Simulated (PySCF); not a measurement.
# B4NH5 (closo-2-NB4 (H on N)): MP2/6-31G(d) (spherical functions)

What is the vertical singlet–triplet gap of B4NH5 (closo-2-NB4 (H on N)) at MP2/6-31G* (spherical functions)? Input form: a Python script.

The results are computed with PySCF 2.14.0.

### 1 The molecule

B4NH5 has 10 atoms, charge 0, and is taken as a singlet. The coordinates come from a GFN2-xTB relaxation.

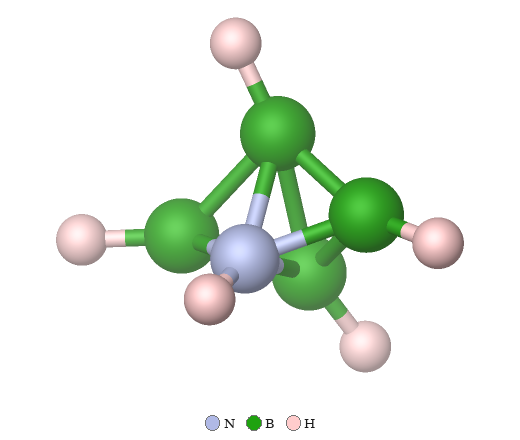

Viewed from a chosen angle; nitrogen light blue, boron green, hydrogen pink.

### 2 A single-point energy at MP2/6-31G(d) (spherical functions)

Input file calc.py:

```python
from pyscf import gto, scf, mp

mol = gto.Mole()
mol.atom = '''
N      0.165559     0.885715     1.075197
B      1.125351    -1.757011    -0.293229
B      1.332994     1.292327    -1.477407
B     -1.370845    -1.491769     1.234180
B     -1.409490     0.241167    -1.549594
H      0.393724     2.092513     2.538356
H      3.070881    -2.779541    -0.260140
H      2.993761     2.682107    -1.896850
H     -2.852901    -1.932793     2.807453
H     -3.449034     0.767285    -2.177966
'''
mol.verbose = 4
mol.charge = 0
mol.spin = 0
mol.unit = 'bohr'
mol.max_memory = 1860
mol.basis = '6-31g*'
mol.build()

mf = scf.RHF(mol)
mf.conv_tol = 1e-10
mf.kernel()
if not mf.converged:
    mf = mf.newton().run(mf.mo_coeff, mf.mo_occ)

pt = mp.MP2(mf, frozen=5).run()
e_tot = pt.e_tot
print(f'total energy: {e_tot:.8f} hartree')
```

Command:

```console
$ OMP_NUM_THREADS=1 python calc.py
```

The program printed:

```text
PySCF version 2.14.0

[INPUT] num. atoms = 10
[INPUT] num. electrons = 32
[INPUT] charge = 0
[INPUT] spin (= nelec alpha-beta = 2S) = 0
[INPUT] symmetry False subgroup None
[INPUT] Mole.unit = bohr
[INPUT] Symbol           X                Y                Z      unit          X                Y                Z       unit  Magmom
[INPUT]  1 N      0.087610049863   0.468700193370   0.568969749650 AA    0.165559000000   0.885715000000   1.075197000000 Bohr   0.0
[INPUT]  2 B      0.595510103486  -0.929770180536  -0.155170104381 AA    1.125351000000  -1.757011000000  -0.293229000000 Bohr   0.0
[INPUT]  3 B      0.705390047093   0.683869997457  -0.781810115654 AA    1.332994000000   1.292327000000  -1.477407000000 Bohr   0.0
[INPUT]  4 B     -0.725419933704  -0.789410158757   0.653099930173 AA   -1.370845000000  -1.491769000000   1.234180000000 Bohr   0.0
[INPUT]  5 B     -0.745869987020   0.127620080426  -0.820009830978 AA   -1.409490000000   0.241167000000  -1.549594000000 Bohr   0.0
[INPUT]  6 H      0.208349768192   1.107310193154   1.343240148402 AA    0.393724000000   2.092513000000   2.538356000000 Bohr   0.0
[INPUT]  7 H      1.625040242647  -1.470869754018  -0.137660159649 AA    3.070881000000  -2.779541000000  -0.260140000000 Bohr   0.0
[INPUT]  8 H      1.584230096141   1.419309901649  -1.003769792534 AA    2.993761000000   2.682107000000  -1.896850000000 Bohr   0.0
[INPUT]  9 H     -1.509690194211  -1.022790009026   1.485640148329 AA   -2.852901000000  -1.932793000000   2.807453000000 Bohr   0.0
[INPUT] 10 H     -1.825150192488   0.406029736281  -1.152529973359 AA   -3.449034000000   0.767285000000  -2.177966000000 Bohr   0.0

nuclear repulsion = 128.089179504144
number of shells = 40
number of NR pGTOs = 155
number of NR cGTOs = 80
basis = 6-31g*
ecp = {}

******** <class 'pyscf.scf.hf.RHF'> ********
method = RHF
initial guess = minao
damping factor = 0
level_shift factor = 0
DIIS = <class 'pyscf.scf.diis.CDIIS'>
diis_start_cycle = 1
diis_space = 8
diis_damp = 0
SCF conv_tol = 1e-10
SCF conv_tol_grad = None
SCF max_cycles = 50
direct_scf = True
direct_scf_tol = 1e-13
Set gradient conv threshold to 1e-05
Initial guess from minao.
init E= -158.160490727527
  HOMO = -0.202186483444315  LUMO = 0.019110825079319  gap/eV = 6.02181
cycle= 1 E= -155.904931427068  delta_E= 2.26  |g|= 0.395  |ddm|= 2.87
  HOMO = -0.319162309291029  LUMO = 0.105146206354282  gap/eV = 11.54602
cycle= 2 E= -155.96876232615  delta_E= -0.0638  |g|= 0.162  |ddm|= 0.532
  HOMO = -0.321572094095076  LUMO = 0.119627947505192  gap/eV = 12.00566
cycle= 3 E= -155.975624953461  delta_E= -0.00686  |g|= 0.0805  |ddm|= 0.215
  HOMO = -0.323574113329065  LUMO = 0.118630146806201  gap/eV = 12.03299
cycle= 4 E= -155.977481749623  delta_E= -0.00186  |g|= 0.00761  |ddm|= 0.0875
  HOMO = -0.32223282979884  LUMO = 0.11999905311149  gap/eV = 12.03374
cycle= 5 E= -155.977516618262  delta_E= -3.49e-05  |g|= 0.00246  |ddm|= 0.017
  HOMO = -0.323060901487527  LUMO = 0.119453361275092  gap/eV = 12.04143
cycle= 6 E= -155.977520860292  delta_E= -4.24e-06  |g|= 0.000869  |ddm|= 0.0059
  HOMO = -0.322949533253936  LUMO = 0.119608828316244  gap/eV = 12.04263
cycle= 7 E= -155.977521476356  delta_E= -6.16e-07  |g|= 0.000242  |ddm|= 0.00212
  HOMO = -0.322955999171899  LUMO = 0.119624576819348  gap/eV = 12.04323
cycle= 8 E= -155.977521542157  delta_E= -6.58e-08  |g|= 6.46e-05  |ddm|= 0.000755
  HOMO = -0.322960851513047  LUMO = 0.119619744241629  gap/eV = 12.04323
cycle= 9 E= -155.977521546746  delta_E= -4.59e-09  |g|= 2.39e-05  |ddm|= 0.000162
  HOMO = -0.322960815782541  LUMO = 0.119620515282368  gap/eV = 12.04325
cycle= 10 E= -155.977521547542  delta_E= -7.97e-10  |g|= 8.49e-06  |ddm|= 7.11e-05
  HOMO = -0.322960919309743  LUMO = 0.119620368022161  gap/eV = 12.04325
cycle= 11 E= -155.977521547648  delta_E= -1.06e-10  |g|= 3.07e-06  |ddm|= 2.97e-05
  HOMO = -0.322960920367256  LUMO = 0.119620389890776  gap/eV = 12.04325
cycle= 12 E= -155.977521547657  delta_E= -8.81e-12  |g|= 1.04e-06  |ddm|= 7.88e-06
  HOMO = -0.32296090231356  LUMO = 0.11962044630968  gap/eV = 12.04325
Extra cycle  E= -155.977521547656  delta_E= 2.84e-13  |g|= 5.91e-07  |ddm|= 1.98e-06
converged SCF energy = -155.977521547656

******** <class 'pyscf.mp.mp2.RMP2'> ********
nocc = 11, nmo = 75
frozen orbitals 5
E(RMP2) = -156.490632867234  E_corr = -0.513111319577856
E(SCS-RMP2) = -156.478995533534  E_corr = -0.50147398587722
E_corr(same-spin) = -0.13183799724947
E_corr(oppo-spin) = -0.381273322328386
total energy: -156.49063287 hartree
```

It took 2.9 s on 1 thread of Arm Neoverse V1, shared host; peak memory 0.17 GiB.

### 3 The triplet

Input file input.xyz:

```xyz
10

N      0.087610     0.468700     0.568970
B      0.595510    -0.929770    -0.155170
B      0.705390     0.683870    -0.781810
B     -0.725420    -0.789410     0.653100
B     -0.745870     0.127620    -0.820010
H      0.208350     1.107310     1.343240
H      1.625040    -1.470870    -0.137660
H      1.584230     1.419310    -1.003770
H     -1.509690    -1.022790     1.485640
H     -1.825150     0.406030    -1.152530
```

Input file job.py:

```python
from pyscf import gto, scf, mp

mol = gto.M(
    atom='input.xyz',
    max_memory=1860,
    basis='6-31g*',
    spin=2,
    verbose=4,
)

mf = scf.UHF(mol)
mf.conv_tol = 1e-10
mf.kernel()
if not mf.converged:
    mf = mf.newton().run(mf.mo_coeff, mf.mo_occ)

pt = mp.MP2(mf, frozen=5).run()
e_tot = pt.e_tot
print('Final energy', e_tot)
```

Command:

```console
$ OMP_NUM_THREADS=1 python job.py
```

The program printed:

```text
PySCF version 2.14.0

[INPUT] num. atoms = 10
[INPUT] num. electrons = 32
[INPUT] charge = 0
[INPUT] spin (= nelec alpha-beta = 2S) = 2
[INPUT] symmetry False subgroup None
[INPUT] Mole.unit = angstrom
[INPUT] Symbol           X                Y                Z      unit          X                Y                Z       unit  Magmom
[INPUT]  1 N      0.087610000000   0.468700000000   0.568970000000 AA    0.165558905773   0.885714634584   1.075197473094 Bohr   0.0
[INPUT]  2 B      0.595510000000  -0.929770000000  -0.155170000000 AA    1.125350804440  -1.757010658837  -0.293228802749 Bohr   0.0
[INPUT]  3 B      0.705390000000   0.683870000000  -0.781810000000 AA    1.332993911007   1.292327004806  -1.477406781446 Bohr   0.0
[INPUT]  4 B     -0.725420000000  -0.789410000000   0.653100000000 AA   -1.370845125282  -1.491768699993   1.234180131953 Bohr   0.0
[INPUT]  5 B     -0.745870000000   0.127620000000  -0.820010000000 AA   -1.409490024529   0.241166848017  -1.549594319405 Bohr   0.0
[INPUT]  6 H      0.208350000000   1.107310000000   1.343240000000 AA    0.393724438053   2.092512634992   2.538355719561 Bohr   0.0
[INPUT]  7 H      1.625040000000  -1.470870000000  -0.137660000000 AA    3.070880541463  -2.779541464839  -0.260139698308 Bohr   0.0
[INPUT]  8 H      1.584230000000   1.419310000000  -1.003770000000 AA    2.993760818320   2.682107185856  -1.896850392055 Bohr   0.0
[INPUT]  9 H     -1.509690000000  -1.022790000000   1.485640000000 AA   -2.852900632995  -1.932792982944   2.807452719699 Bohr   0.0
[INPUT] 10 H     -1.825150000000   0.406030000000  -1.152530000000 AA   -3.449033636250   0.767285498357  -2.177966050345 Bohr   0.0

nuclear repulsion = 128.089184244753
number of shells = 40
number of NR pGTOs = 155
number of NR cGTOs = 80
basis = 6-31g*
ecp = {}

******** <class 'pyscf.scf.uhf.UHF'> ********
method = UHF
initial guess = minao
damping factor = 0
level_shift factor = 0
DIIS = <class 'pyscf.scf.diis.CDIIS'>
diis_start_cycle = 1
diis_space = 8
diis_damp = 0
SCF conv_tol = 1e-10
SCF conv_tol_grad = None
SCF max_cycles = 50
direct_scf = True
direct_scf_tol = 1e-13
number electrons alpha = 17  beta = 15
Set gradient conv threshold to 1e-05
init E= -158.160491479284
[... the frontier-level lines of each cycle are left out ...]


cycle= 1 E= -155.778058109919  delta_E= 2.38  |g|= 0.272  |ddm|= 2.32
cycle= 2 E= -155.849546259645  delta_E= -0.0715  |g|= 0.0972  |ddm|= 0.525
cycle= 3 E= -155.857647331365  delta_E= -0.0081  |g|= 0.0537  |ddm|= 0.222
cycle= 4 E= -155.859544199996  delta_E= -0.0019  |g|= 0.0123  |ddm|= 0.0868
cycle= 5 E= -155.859881462461  delta_E= -0.000337  |g|= 0.00617  |ddm|= 0.0625
cycle= 6 E= -155.860006939455  delta_E= -0.000125  |g|= 0.00256  |ddm|= 0.0427
cycle= 7 E= -155.860031281395  delta_E= -2.43e-05  |g|= 0.000933  |ddm|= 0.0186
cycle= 8 E= -155.860034041155  delta_E= -2.76e-06  |g|= 0.000379  |ddm|= 0.00552
cycle= 9 E= -155.860034441577  delta_E= -4e-07  |g|= 0.000155  |ddm|= 0.00189
cycle= 10 E= -155.860034502641  delta_E= -6.11e-08  |g|= 6.4e-05  |ddm|= 0.000712
cycle= 11 E= -155.86003451207  delta_E= -9.43e-09  |g|= 2.59e-05  |ddm|= 0.000264
cycle= 12 E= -155.860034513838  delta_E= -1.77e-09  |g|= 1.07e-05  |ddm|= 0.00012
cycle= 13 E= -155.860034514213  delta_E= -3.75e-10  |g|= 4.45e-06  |ddm|= 5.35e-05
cycle= 14 E= -155.860034514284  delta_E= -7.08e-11  |g|= 2.55e-06  |ddm|= 1.72e-05
Extra cycle  E= -155.860034514301  delta_E= -1.77e-11  |g|= 2.03e-06  |ddm|= 5.88e-06
converged SCF energy = -155.860034514301  <S^2> = 2.0304976  2S+1 = 3.0202633

******** <class 'pyscf.mp.ump2.UMP2'> ********
nocc = (np.int64(12), np.int64(10)), nmo = (75, 75)
frozen orbitals 5
E(UMP2) = -156.339028236813  E_corr = -0.478993722511948
E(SCS-UMP2) = -156.328699817659  E_corr = -0.468665303358172
E_corr(same-spin) = -0.122454419603268
E_corr(oppo-spin) = -0.35653930290868
Final energy -156.33902823681322
```

Run time: 3.6 s. Hardware: 1 thread of Arm Neoverse V1, shared host; peak memory 0.18 GiB.

### 4 Results

At MP2/6-31G* (spherical functions), 5 core orbitals frozen:

```
                                                           quantity          value
                                              singlet: total energy  -156.49063 Eh
                      singlet: dipole moment (Hartree–Fock density)         2.17 D
                       singlet: HOMO energy (Hartree–Fock orbitals)       -8.79 eV
                       singlet: LUMO energy (Hartree–Fock orbitals)        3.26 eV
                     singlet: HOMO–LUMO gap (Hartree–Fock orbitals)       12.04 eV
               singlet: correlation energy (5 core orbitals frozen)     -513.1 mEh
                                              triplet: total energy  -156.33903 Eh
                      triplet: dipole moment (Hartree–Fock density)         1.60 D
triplet: HOMO energy (Hartree–Fock orbitals) (highest over α and β)       -5.42 eV
 triplet: LUMO energy (Hartree–Fock orbitals) (lowest over α and β)        0.24 eV
               triplet: correlation energy (5 core orbitals frozen)     -479.0 mEh
                         triplet: ⟨S²⟩ of the reference determinant          2.030
                   vertical energy of the triplet above the singlet       4.125 eV
```

In words: At this shape the triplet lies 4.13 eV (95 kcal/mol) above the singlet.
